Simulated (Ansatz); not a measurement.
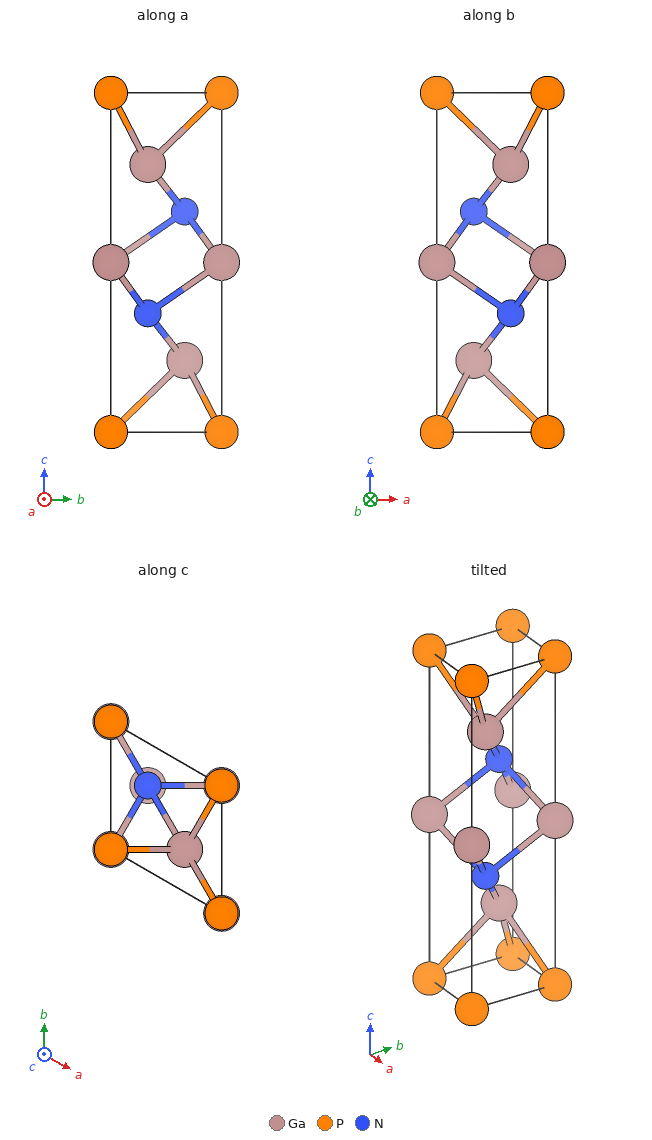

We look at a ball-and-stick model of the crystal along the a axis, along the b axis, along the c axis and slightly off an axis. One conventional unit cell is framed, with atoms on its boundary repeated.

Lattice parameters: a = 3.166 Å, b = 3.166 Å, c = 8.404 Å, α = 90.00°, β = 90.00°, γ = 120.00°.

Question: Convert the drawing into a table of Wyckoff sites, with free fractional coordinates to two decimals.

Answer: Space group P-3m1 (No. 164).
| atom | site | x | y | z |
| --- | --- | --- | --- | --- |
| Ga | 1b | 0.00 | 0.00 | 0.50 |
| Ga | 2d | 0.6667 | 0.3333 | 0.79 |
| P | 1a | 0.00 | 0.00 | 0.00 |
| N | 2d | 0.6667 | 0.3333 | 0.35 |

Source of the structure: a structure type filled with these elements by a generator (whether the compound takes this form wasn't checked). Earlier steps of the study may have refined or changed the cell and positions. Ansatz was used for an electronic-structure calculation on it.
